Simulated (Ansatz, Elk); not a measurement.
## How far do independent atoms describe AlC?

The structure of AlC used here is made up (a known structure type with other elements) and was relaxed beforehand with PBE. The aim is the Fourier transform of its all-electron density, F(hkl), set beside the sum over free spherical atoms that refinements use.

Program: Elk 11.2.3 (patched build). Level of theory: DFT, PBE, all-electron APW+lo, Dirac cores, scalar-relativistic bands, static density, no spin. Results are calculated unless marked as measured.

The structure was built from a prototype and need not be the compound's stable phase.

**1. The structure**

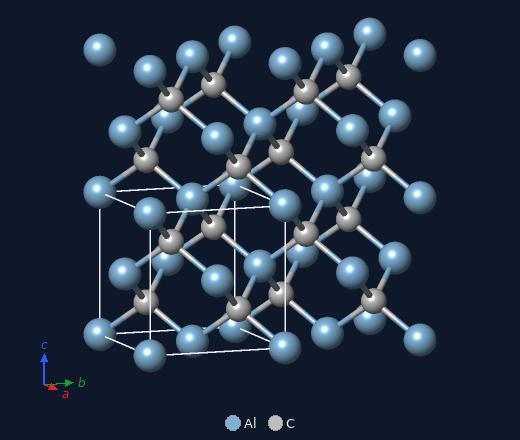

The starting structure, seen slightly off an axis (aluminium light blue, carbon light grey). 1×2×2 cells are drawn. This picture shows the conventional cell, with its axes. Bonds to atoms that aren't drawn are left out. Some periodic images of atoms are drawn too.

**2. Ground state and structure factors**

An all-electron density is needed, since X-rays see the cores too. Task 0 finds the density and task 195 Fourier-transforms it; tshift is off so that phases refer to the origin typed.

Input file elk.in:

```
tasks
  0
  195

xctype
  20

spinpol
  .false.

rgkmax
  7.0

gmaxvr
  14.0

lmaxo
  7

lmaxapw
  8

swidth
  0.002

tshift
  .false.

ramdisk
  .false.

hmaxvr
  5.5

maxscl
  120

epspot
  1e-06

sppath
  './'

avec
  0.00000000000 4.39930561209 4.39930561209
  4.39930561209 0.00000000000 4.39930561209
  4.39930561209 4.39930561209 -0.00000000000

atoms
  2
  'Al.in'
  1
  0.0000000000 -0.0000000000 -0.0000000000   0.000000 0.000000 0.000000
  'C.in'
  1
  0.7500000000 0.7500000000 0.7500000000   0.000000 0.000000 0.000000

ngridk
  8 8 8
```

Command:

```bash
OMP_NUM_THREADS=4 elk
```

Numbers of over 12 decimals in the logs are rounded to 6 here.

What it wrote:

```text
┌─────────────────────────┐
│ Elk code version 11.2.3 │
└─────────────────────────┘

All units are atomic (Hartree, Bohr, etc.)

┌─────────────────────────────────────────────────┐
│ Ground-state run starting from atomic densities │
└─────────────────────────────────────────────────┘

Lattice vectors :
   0.000000000       4.399305612       4.399305612
   4.399305612       0.000000000       4.399305612
   4.399305612       4.399305612      -0.000000000

Reciprocal lattice vectors :
 -0.7141110281      0.7141110281      0.7141110281
  0.7141110281     -0.7141110281      0.7141110281
  0.7141110281      0.7141110281     -0.7141110281

Unit cell volume      :    170.2873526
Brillouin zone volume :    1.456656702

Muffin-tin inner radius fraction :   0.1000000000E-01

Nuclei treated as point charges

Species : 1 (Al)
 parameters loaded from : Al.in
 name : aluminium
 nuclear charge    :   -13.00000000
 electronic charge :    13.00000000
 atomic mass :    49184.33496
 muffin-tin radius :    2.067950730
 number of radial points in muffin-tin :    793
 inner part over the whole radius :   0.9818545570E-02
 number on inner part of muffin-tin    :    551
 approximate nuclear radius :   0.5839653600E-04
 number of mesh points to nuclear radius :    245
 atomic positions (lattice), magnetic fields (Cartesian) :
  1 :   0.00000000  0.00000000  0.00000000    0.00000000  0.00000000  0.00000000

Species : 2 (C)
 parameters loaded from : C.in
 name : carbon
 nuclear charge    :   -6.000000000
 electronic charge :    6.000000000
 atomic mass :    21894.16674
 muffin-tin radius :    1.691959689
 number of radial points in muffin-tin :    593
 inner part over the whole radius :   0.9865178972E-02
 number on inner part of muffin-tin    :    405
 approximate nuclear radius :   0.4747601631E-04
 number of mesh points to nuclear radius :    166
 atomic positions (lattice), magnetic fields (Cartesian) :
  1 :   0.75000000  0.75000000  0.75000000    0.00000000  0.00000000  0.00000000

Total number of atoms per unit cell :    2
Total muffin-tin volume :    57.33216423
 ratio of muffin-tin to unit cell volume :   0.3366789333

Spin treatment :
 spin-unpolarised

Number of Bravais lattice symmetries :   48
Number of crystal symmetries         :   24
Crystal has no inversion symmetry
Complex Hermitian eigensolver will be used

k-point grid :      8     8     8
k-point offset :    0.000000000       0.000000000       0.000000000
k-point set is reduced with full crystal symmetry group
Total number of k-points :       43

Muffin-tin radius times maximum |G+k| :    7.000000000
 using average radius
Maximum |G+k| for APW functions       :    3.723492966
Maximum (1/2)|G+k|²                   :    6.932199936
Maximum |G| for potential and density :    14.00000000
Constant for pseudocharge density :    7
 order of it for each species :   14  14
 order of it for pair densities of each species (exact exchange by exxq0 0: 15) :   12   7
Radial integration step length :    1

G-vector grid sizes :     28    28    28
Number of G-vectors :     7823

Maximum angular momentum used for
 APW functions            :    8
 outer part of muffin-tin :    7
 inner part of muffin-tin :    2

Total nuclear charge    :   -19.00000000
Total core charge       :    6.000000000
Total valence charge    :    13.00000000
Total excess charge     :    0.000000000
Total electronic charge :    19.00000000

Effective Wigner radius, rₛ :    1.288585958

Number of empty states         :      8
Total number of valence states :     15
Total number of core states    :      6

Third-order local-orbitals added for an l without core states : T
Total number of local-orbitals :     18

Exchange-correlation functional :     20     0     0
 Perdew-Burke-Ernzerhof, Phys. Rev. Lett. 77, 3865 (1996)
 gradient requirement :    1
 generalised gradient approximation (GGA)

Smearing type :    3
 Fermi-Dirac
Smearing width :   0.2000000000E-02
Effective electronic temperature (K) :    631.5500496

Mixing type :    3
[...]
xc potential                :     -32.776040570780
 exchange                    :     -23.436123656568
 correlation                 :    -0.696387
 electron entropic           :    -0.70725787277571E-03
 total energy                :     -281.12603440866

Density of states at Fermi energy :    53.58217935
 (states/Hartree/unit cell)

Estimated indirect band gap :   0.6562319807E-03
 from k-point 32 to k-point 12
Estimated direct band gap   :   0.1409991835E-01
 at k-point 30

Charges :
 core                        :    6.000000000
 valence                     :    13.00000000
 interstitial                :    2.695939932
 muffin-tins (core leakage)
  species : 1 (Al)
   atom 1                    :    10.99201561     (  0.9952095221E-03)
  species : 2 (C)
   atom 1                    :    5.312044454     (  0.9010307453E-05)
 total in muffin-tins        :    16.30406007
 total calculated charge     :    18.99891920
 total charge                :    19.00000000
 error                       :   0.1080801623E-02

RMS change in Kohn-Sham potential (target) :    2.425706901     (  0.1000000000E-05)
Absolute change in total energy (target)   :   0.3492920838E-01 (  0.1000000000E-03)

[... loops 3 to 13 left out ...]

┌──────────────────┐
│ Loop number : 14 │
└──────────────────┘

Energies :
 Fermi                       :     0.176677
 sum of occupied eigenvalues :     -148.94387899530
 electron kinetic            :      281.21243435390
 core electron kinetic       :      212.81266024493
 Coulomb                     :     -538.08309921913
 Coulomb potential           :     -399.19917581359
 nuclear-nuclear             :     -60.520843120394
 electron-nuclear            :     -557.41129611092
 Hartree                     :      79.849040012186
 Madelung                    :     -338.48351131233
 xc potential                :     -30.957137535609
 exchange                    :     -23.301640288513
 correlation                 :    -0.704939
 electron entropic           :    -0.56705256117154E-03
 total energy                :     -280.87781135726

Density of states at Fermi energy :    44.38253560
 (states/Hartree/unit cell)

Estimated indirect band gap :   0.1332047912E-02
 from k-point 32 to k-point 12
Estimated direct band gap   :   0.1804439973E-01
 at k-point 12

Charges :
 core                        :    6.000000000
 valence                     :    13.00000000
 interstitial                :    2.935493631
 muffin-tins (core leakage)
  species : 1 (Al)
   atom 1                    :    11.13594974     (  0.9568839416E-03)
  species : 2 (C)
   atom 1                    :    4.928556625     (  0.9347595966E-05)
 total in muffin-tins        :    16.06450637
 total calculated charge     :    18.99895233
 total charge                :    19.00000000
 error                       :   0.1047669791E-02

RMS change in Kohn-Sham potential (target) :   0.3895771810E-06 (  0.1000000000E-05)
Absolute change in total energy (target)   :   0.2314300292E-04 (  0.1000000000E-03)

Convergence targets achieved

┌──────────────────┐
│ Loop number : 15 │
└──────────────────┘

Energies :
 Fermi                       :     0.176677
 sum of occupied eigenvalues :     -148.94387729406
 electron kinetic            :      281.21243488265
 core electron kinetic       :      212.81266062286
 Coulomb                     :     -538.08309832765
 Coulomb potential           :     -399.19917540065
 nuclear-nuclear             :     -60.520843120394
 electron-nuclear            :     -557.41129475052
 Hartree                     :      79.849039543263
 Madelung                    :     -338.48351062733
 xc potential                :     -30.957136776055
 exchange                    :     -23.301640228955
 correlation                 :    -0.704939
 electron entropic           :    -0.56705260478614E-03
 total energy                :     -280.87780987503

Density of states at Fermi energy :    44.38253955
 (states/Hartree/unit cell)

Estimated indirect band gap :   0.1332047754E-02
 from k-point 32 to k-point 12
Estimated direct band gap   :   0.1804439924E-01
 at k-point 12

Charges :
 core                        :    6.000000000
 valence                     :    13.00000000
 interstitial                :    2.935493656
 muffin-tins (core leakage)
  species : 1 (Al)
   atom 1                    :    11.13594974     (  0.9568840057E-03)
  species : 2 (C)
   atom 1                    :    4.928556603     (  0.9347596647E-05)
 total in muffin-tins        :    16.06450634
 total calculated charge     :    18.99895233
 total charge                :    19.00000000
 error                       :   0.1047669891E-02

┌──────────────────────────────┐
│ Self-consistent loop stopped │
└──────────────────────────────┘

Warning : core states of species 1 leak from the muffin-tin :   0.9568840057E-03

Wrote STATE.OUT
```

Elapsed: 5.8 s, on 4 threads of Arm Neoverse V1, shared host; peak memory 0.2 GiB; 16 s of CPU time.

SFACRHO.OUT:

```text

h k l indices transformed by vhmat matrix:
   1.000000000       0.000000000       0.000000000    
   0.000000000       1.000000000       0.000000000    
   0.000000000       0.000000000       1.000000000    

      h      k      l  multipl.   |H|            Re(F)            Im(F)           |F|

      0      0      0      1   0.0000000       19.000000      0.23950361E-16   19.000000    
     -1      0      0      4   1.2368766       9.3913321       4.1009456       10.247676    
      1      0      0      4   1.2368766       9.3913321      -4.1009456       10.247676    
      0     -1     -1      6   1.4282221       5.3565435     -0.12106156E-14   5.3565435    
     -1      1      0     12   2.0198110       10.286735     -0.29041898E-15   10.286735    
     -1      1     -1     12   2.3684383       7.2066219       2.0904793       7.5036993    
     -1     -2      0     12   2.3684383       7.2066219      -2.0904793       7.5036993    
      0      0     -2      4   2.4737532       5.0398650      0.13525489       5.0416796    
      0      2      0      4   2.4737532       5.0398650     -0.13525489       5.0416796    
      2      2      0      6   2.8564441       8.2634739     -0.14816715E-14   8.2634739    
     -2      1      0     12   3.1127378       6.0524080       1.7582528       6.3026261    
     -2     -2     -3     12   3.1127378       6.0524080      -1.7582528       6.3026261    
      1      2     -1     24   3.1936016       4.1755273      0.66596786E-15   4.1755273    
      3      1      0     12   3.4984153       7.0650923      0.12728943E-01   7.0651038    
     -1      0     -3     12   3.4984153       7.0650923     -0.12728943E-01   7.0651038    
     -1      2      2     12   3.7106297       5.1060237       1.5924783       5.3485947    
     -3     -3     -3      4   3.7106297       5.0924602       1.5965949       5.3368779    
      3      2      0     12   3.7106297       5.1060237      -1.5924783       5.3485947
```

Elk indexes on the primitive cell of elk.in and gives |H| = 4π sin θ/λ in inverse bohr. Below, one row stands for each form hkl of the conventional cell (m members, Friedel mates merged), F is for one primitive cell and the density is static (no thermal factor). Free-atom factors are Waasmaier and Kirfel's, and R is Σm||F|−|F'||/Σm|F|.

```
hkl   m  sin θ/λ (Å⁻¹)  abs F, DFT  neutral atoms   diff.  abs of complex diff.
111   8          0.186      10.248         10.109  +0.138                 0.345
200   6          0.215       5.356          5.577  -0.220                 0.220
220  12          0.304      10.287         10.298  -0.011                 0.011
311  24          0.356       7.504          7.557  -0.054                 0.065
222   8          0.372       5.042          5.010  +0.031                 0.139
400   6          0.430       8.264          8.293  -0.029                 0.029
331  24          0.468       6.303          6.277  +0.025                 0.026
420  24          0.480       4.176          4.179  -0.003                 0.003
422  24          0.526       7.065          7.063  +0.002                 0.013
511  24          0.558       5.349          5.350  -0.002                 0.002
333   8          0.558       5.337          5.350  -0.013                 0.016
440  12          0.608       6.173          6.175  -0.002                 0.002
531  48          0.635       4.644          4.648  -0.004                 0.004
442  24          0.644       2.836          2.834  +0.002                 0.003
600   6          0.644       2.837          2.834  +0.003                 0.003
620  24          0.679       5.489          5.493  -0.004                 0.004
533  24          0.704       4.109          4.106  +0.003                 0.011
622  24          0.712       2.384          2.374  +0.010                 0.010
444   8          0.744       4.952          4.953  -0.002                 0.008
711  24          0.767       3.683          3.680  +0.002                 0.012
551  24          0.767       3.682          3.680  +0.002                 0.013
640  24          0.774       2.038          2.022  +0.016                 0.016
```

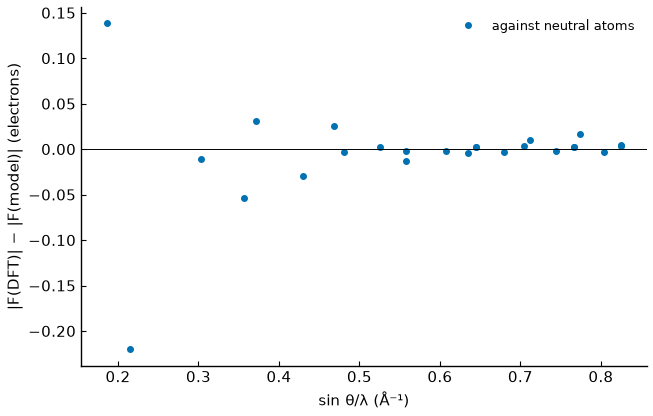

Difference between the calculated structure factors and the independent-atom ones.

**3. The highest occupied states alone**

An energy window below the Fermi level keeps the highest occupied states, to see at which angles they scatter; shallow core shells can lie inside it and anion s states outside. No new self-consistency is needed.

elk.in, as its differences from that of step 2:

```diff
@@ -1,3 +1,2 @@
 tasks
-  0
   195
@@ -40,2 +39,5 @@
 
+wsfac
+  -0.190820 0.476680
+
 sppath
```

Command:

```bash
OMP_NUM_THREADS=4 elk
```

What it wrote:

```text
┌─────────────────────────────────┐
│ Elk code version 11.2.3 started │
└─────────────────────────────────┘

Info(readinput): the functional depends on the density's gradient
 muffin-tin radial points multiplied by    2.00000
 (not where nrmtscf is given)

┌────────────────────┐
│ Current task : 195 │
└────────────────────┘
Info(checkmt): changed muffin-tin radius of species 1 (Al) from   2.2000 to   2.0680
Info(checkmt): changed muffin-tin radius of species 2 (C) from   1.8000 to   1.6920

Info(sfacrho): density structure factors written to SFACRHO.OUT

 Energy window :  -0.1908200000      0.4766800000

┌──────────────────┐
│ Elk code stopped │
└──────────────────┘
```

Wall time 1.5 s (4 threads); peak memory 0.2 GiB.

States within 10 eV below the Fermi level hold 6.34 electrons; any levels below the window count with the cores, and a count that is not whole means the window cuts a band. Their amplitudes can exceed the total, where window and core parts have opposite phase:

```
hkl  sin θ/λ (Å⁻¹)  abs F, window  abs F, all
111          0.186          1.965      10.248
200          0.215          1.402       5.356
220          0.304          0.487      10.287
311          0.356          0.253       7.504
222          0.372          0.252       5.042
400          0.430          0.091       8.264
331          0.468          0.081       6.303
420          0.480          0.022       4.176
422          0.526          0.057       7.065
511          0.558          0.063       5.349
```

(Part 1 of 2 ends here.)

[Logs are printed without paths, hosts, clocks, repeated set-up lines and the standing remarks that a program may print on its own settings, such as how far it seeks lower states.]

[Hosts, paths, dates, database ids (printed as entryN), source tags and the programs' standing remarks are cut or masked in the printed files.]
